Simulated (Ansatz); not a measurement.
The end point of a relaxation of P. Space group Pm-3m (No. 221), simple cubic type. Method: PBEsol (plane waves to 420 eV, PAW, scalar-relativistic; Ansatz, a quantum-chemistry and plane-wave program).

```cif
data_P
_chemical_formula_sum 'P1'
_space_group_name_H-M_alt 'Pm-3m'
_space_group_IT_number 221
_space_group_name_Hall '-P 4 2 3'
_cell_length_a 2.42069
_cell_length_b 2.42069
_cell_length_c 2.42069
_cell_angle_alpha 90.000
_cell_angle_beta 90.000
_cell_angle_gamma 90.000
loop_
_atom_site_label
_atom_site_type_symbol
_atom_site_symmetry_multiplicity
_atom_site_Wyckoff_symbol
_atom_site_fract_x
_atom_site_fract_y
_atom_site_fract_z
_atom_site_occupancy
P1 P 1 a 0.00000 0.00000 0.00000 1
```

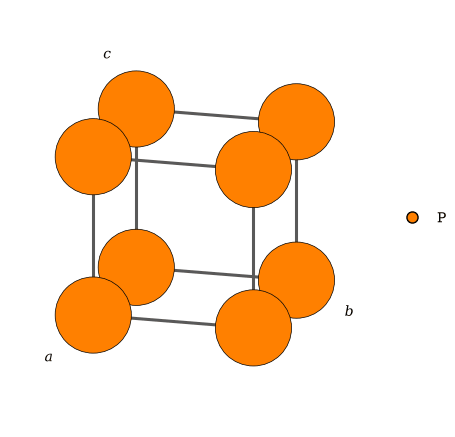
Figure: The conventional cell of the relaxed structure

- Volume per atom: 14.18 Å³
- Band gap: no gap (metallic)
- Shortest distances: P–P 2.42 Å
- k-mesh: 19×19×19

No spin polarisation in the result. The relaxed primitive cell holds an odd number of electrons. A magnetic state may lie lower.

The run could not lose the symmetry of its start.

It was reached from a disturbed copy of a Im-3m (No. 229) cell (bcc (W type)), against which it lies -0.54 eV/atom.

The relaxed structure has the type that P is known to take under pressure; here it was relaxed at zero pressure, from a generated start.
